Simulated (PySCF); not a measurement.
# C$_{2}$H$_{8}$FNSi$_{2}$: a changed input and its effect

System: C$_{2}$H$_{8}$FNSi$_{2}$, SMILES C=C[SiH2][Si@H](N)F.
Method of run 1: GIAO PBE0/6-31++G** NMR shielding, non-relativistic, gas phase (PySCF 2.14.0).

The geometry comes from this level: GFN2-xTB. Text and figures count atoms from 1; the logs count them from 0 in places.

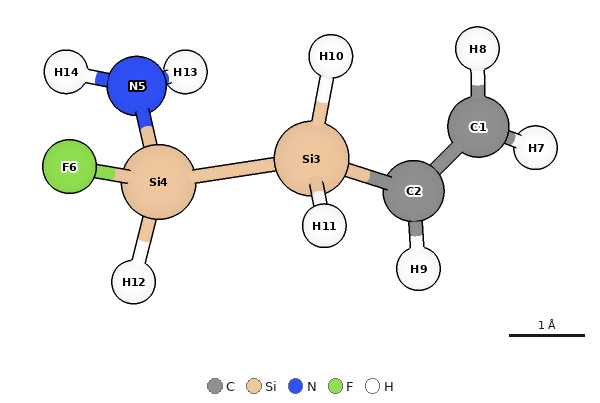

Figure 1. The input geometry (ball-and-stick view, seen at a tilt; atoms are numbered from 1 in the order of the input).

### Input file, run 1
```
{"job": {"kind": "nmr", "xc": "PBE0", "basis": "6-31++G**", "pop": true, "scf": {"aux": "def2-qzvpp-jkfit", "guess": "vsap"}}, "charge": 0, "multiplicity": 1}
C      2.187003     1.409699     0.279136
C      1.734253     0.240524    -0.144648
Si     0.514941    -0.850107     0.790611
Si    -1.450371    -0.961256    -0.399987
N     -2.310164     0.516638    -0.226273
F     -2.460226    -2.018952     0.290869
H      2.878304     2.015326    -0.288394
H      1.883821     1.817492     1.230063
H      2.078888    -0.119066    -1.108457
H      0.391127    -0.310785     2.152903
H      1.143004    -2.176905     0.916752
H     -1.413480    -1.491331    -1.769533
H     -1.879183     1.386921    -0.484358
H     -3.298595     0.541330    -0.420776
```

The first line tells a small driver script what to run in PySCF; the rest is the geometry in Å.

Launched with:
```bash
OMP_NUM_THREADS=1 python <driver script> task.json out
```

Hardware: 1 CPU thread, shared host.

### Output (run 1)
```
final grid: 111840 points
cycle   1  E = -811.1804635577  dE =  1.945e+00  |g| = 2.834e+00  |ddm| = 1.753e+02
cycle   2  E = -806.2924894445  dE =  4.888e+00  |g| = 4.755e+00  |ddm| = 1.750e+02
cycle   3  E = -813.8861151530  dE = -7.594e+00  |g| = 9.454e-01  |ddm| = 7.070e+00
cycle   4  E = -814.0770681374  dE = -1.910e-01  |g| = 4.860e-01  |ddm| = 2.664e+00
cycle   5  E = -814.1354852801  dE = -5.842e-02  |g| = 1.752e-01  |ddm| = 1.175e+00
cycle   6  E = -814.1418045836  dE = -6.319e-03  |g| = 9.144e-02  |ddm| = 4.413e-01
cycle   7  E = -814.1436669113  dE = -1.862e-03  |g| = 2.458e-02  |ddm| = 2.325e-01
cycle   8  E = -814.1438087746  dE = -1.419e-04  |g| = 1.000e-02  |ddm| = 5.770e-02
cycle   9  E = -814.1438324783  dE = -2.370e-05  |g| = 2.365e-03  |ddm| = 1.735e-02
cycle  10  E = -814.1438337627  dE = -1.284e-06  |g| = 5.814e-04  |ddm| = 5.614e-03
cycle  11  E = -814.1438338494  dE = -8.672e-08  |g| = 1.195e-04  |ddm| = 1.602e-03
cycle  12  E = -814.1438338537  dE = -4.298e-09  |g| = 2.508e-05  |ddm| = 4.271e-04
cycle  13  E = -814.1438338539  dE = -2.315e-10  |g| = 4.502e-06  |ddm| = 9.722e-05
converged SCF energy = -814.1438338539

GIAO shielding tensors (ppm)
atom      isotropic    diamagn.    paramagn.     s11        s22        s33       span
  0 C       65.921     255.856    -189.934    -46.957     71.490    173.232    220.189
  1 C       72.468     272.150    -199.682    -31.455     58.427    190.431    221.886
  2 Si     463.037     876.637    -413.600    416.898    471.983    500.231     83.333
  3 Si     388.937     873.250    -484.314    346.963    401.314    418.534     71.571
  4 N      252.945     332.585     -79.640    215.566    264.791    278.479     62.913
  5 F      374.455     459.807     -85.352    327.955    366.423    428.986    101.031
  6 H       25.327      28.670      -3.343     21.868     24.933     29.181      7.313
  7 H       25.472      32.263      -6.791     21.666     25.001     29.750      8.084
  8 H       25.351      33.265      -7.914     23.402     25.082     27.569      4.167
  9 H       27.663      29.978      -2.315     25.097     26.143     31.749      6.651
 10 H       27.480      28.055      -0.574     24.560     25.659     32.222      7.661
 11 H       25.682      29.039      -3.357     23.015     23.247     30.783      7.768
 12 H       31.494      35.957      -4.463     24.708     27.798     41.977     17.269
 13 H       30.895      30.249       0.647     24.082     26.714     41.889     17.807
```

The input of run 2 differs as follows (lines with − go, lines with + come):
```diff
-"basis": "6-31++G**"
-"pop": true
-"scf": {"aux": "def2-qzvpp-jkfit"
-"guess": "vsap"}
+"basis": "pcSseg-1"
```

What does this change do to the results?

The total energy of run 2 is 17.8 kcal/mol higher, which measures the change of basis and not a stability. The LUMO goes from −0.82 to −0.70 eV. Of all shieldings, the largest change is that of Si4, by −47.6 ppm. The number of SCF iterations is the same. The basis functions go from 164 to 156.

### Output (run 2)
```
coarse grid: 12528 points
cycle   1  E = -813.9849541890  dE =  4.003e-01  |g| = 6.975e-01  |ddm| = 3.326e+00
cycle   2  E = -813.9005517323  dE =  8.440e-02  |g| = 1.003e+00  |ddm| = 1.413e+00
cycle   3  E = -814.0779340231  dE = -1.774e-01  |g| = 6.233e-02  |ddm| = 8.955e-01
cycle   4  E = -814.0784913946  dE = -5.574e-04  |g| = 3.204e-02  |ddm| = 7.156e-02
cycle   5  E = -814.0787053056  dE = -2.139e-04  |g| = 7.618e-03  |ddm| = 3.279e-02
cycle   6  E = -814.0787172529  dE = -1.195e-05  |g| = 3.035e-03  |ddm| = 8.333e-03
cycle   7  E = -814.0787195439  dE = -2.291e-06  |g| = 5.513e-04  |ddm| = 2.721e-03
final grid: 111840 points
cycle   8  E = -814.1155217524  dE = -1.899e-05  |g| = 7.384e-03  |ddm| = 1.624e-02
cycle   9  E = -814.1155129187  dE =  8.834e-06  |g| = 9.695e-03  |ddm| = 1.387e-02
cycle  10  E = -814.1155342096  dE = -2.129e-05  |g| = 7.439e-04  |ddm| = 8.159e-03
cycle  11  E = -814.1155343214  dE = -1.118e-07  |g| = 2.370e-04  |ddm| = 8.183e-04
cycle  12  E = -814.1155343338  dE = -1.241e-08  |g| = 6.963e-05  |ddm| = 2.173e-04
cycle  13  E = -814.1155343348  dE = -9.647e-10  |g| = 2.840e-05  |ddm| = 6.393e-05
converged SCF energy = -814.1155343348

GIAO shielding tensors (ppm)
atom      isotropic    diamagn.    paramagn.     s11        s22        s33       span
  0 C       42.131     253.629    -211.498    -84.371     50.354    160.411    244.782
  1 C       50.546     262.776    -212.230    -66.378     36.952    181.064    247.441
  2 Si     424.865     882.341    -457.476    385.029    422.741    466.825     81.795
  3 Si     341.360     876.618    -535.258    297.553    356.248    370.278     72.725
  4 N      244.573     318.467     -73.895    201.530    255.919    276.269     74.738
  5 F      371.863     466.082     -94.219    320.959    360.814    433.818    112.859
  6 H       25.321      29.120      -3.798     21.882     24.907     29.174      7.292
  7 H       25.428      31.914      -6.485     21.541     25.081     29.663      8.121
  8 H       25.466      32.228      -6.762     23.390     25.198     27.810      4.419
  9 H       27.568      30.750      -3.183     24.914     26.069     31.720      6.806
 10 H       27.437      29.445      -2.008     24.432     25.682     32.198      7.766
 11 H       25.740      29.083      -3.343     23.027     23.290     30.903      7.876
 12 H       31.491      33.513      -2.023     24.391     28.083     41.998     17.607
 13 H       30.816      28.800       2.016     23.659     26.762     42.028     18.370
```

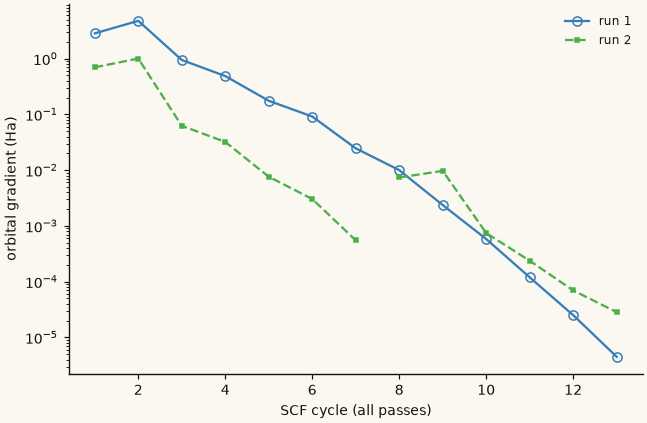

Figure 2. Convergence of the two runs: orbital gradient against the SCF cycle. A break in a curve parts two SCF passes (coarse and final grid). Run 1 takes 13 cycles in all, and run 2 takes 13.

### The two runs side by side

| quantity | run 1 | run 2 |
| --- | --- | --- |
| outcome | converged | converged |
| total energy (hartree) | −814.143834 | −814.115534 |
| HOMO (eV) | −7.38 | −7.36 |
| LUMO (eV) | −0.82 | −0.70 |
| dipole moment (D) | 2.83 | 2.83 |
| shielding of C1 (ppm) | 65.9 | 42.1 |
| shielding of C2 (ppm) | 72.5 | 50.5 |
| shielding of Si3 (ppm) | 463.0 | 424.9 |
| shielding of Si4 (ppm) | 388.9 | 341.4 |
| shielding of N5 (ppm) | 252.9 | 244.6 |
| shielding of F6 (ppm) | 374.5 | 371.9 |
| shielding of H9 (ppm) | 25.4 | 25.5 |
| SCF iterations | 13 | 13 |
| basis functions | 164 | 156 |
| wall time (shared host) | 30 s | 23 s |
